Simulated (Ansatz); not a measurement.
```xyz
8

Ge    0.4404   -0.2466   -0.4393
O    -0.6249   -0.1180    2.4987
H    -1.2510   -0.8506    2.5244
H     1.0631   -0.3547   -1.8412
H     0.5567    1.1708    0.1181
H    -0.9851   -0.8058   -0.4394
Cl    1.6702   -1.5608    0.8040
H     0.2312   -0.5658    2.5324
```

All numbers below come from Ansatz, RKS PBE0/def2-SVP.

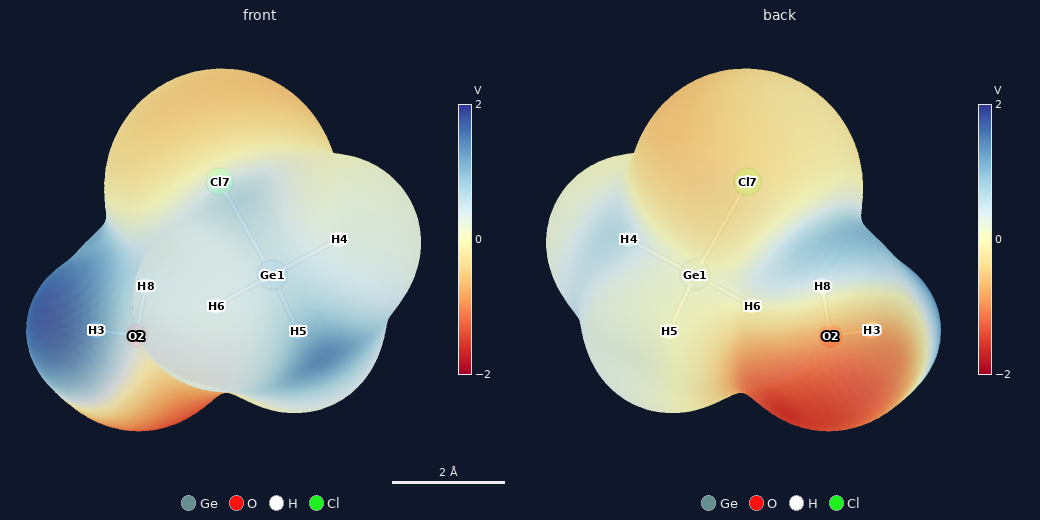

ClGeH₃···H₂O. The molecular electrostatic potential painted on the density surface at 0.001 e/bohr³, seen from the front and from behind; the colour scale runs from red (negative) to blue (positive).

**Where is the surface potential most negative and most positive?**

The most negative region (about −1.5 V) lies over O2, the most positive (about +1.8 V) over H3. O2 is the likeliest acceptor of a hydrogen bond.
